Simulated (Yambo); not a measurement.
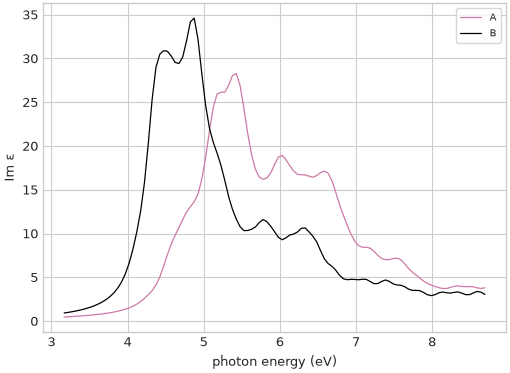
Fig. 1. Two computed absorption spectra of AlP (zinc blende, space group F-43m, No. 216) (Yambo, LDA bands with the same scissor, field along x)

Q: Which curve includes the electron-hole attraction (BSE)?

A: Curve B: the attraction moves weight to lower energy (centre of the plotted range 5.4 eV against 6.0 eV). Settings: 10×10×10 mesh, 3 valence and 4 conduction bands, static screening with 18 bands and a 4 Ry block, scissor 1.02 eV, Tamm-Dancoff. The scissor comes from a G0W0 run whose convergence isn't established. Broadening 0.15 eV. The band window holds all transitions up to 8.7 eV. On this mesh the peak heights and the fine structure are mesh artefacts; only the shift of weight is robust.

Geometry relaxed with LDA; primitive cell a = b = c = 3.838 Å, α = β = γ = 60.00°.
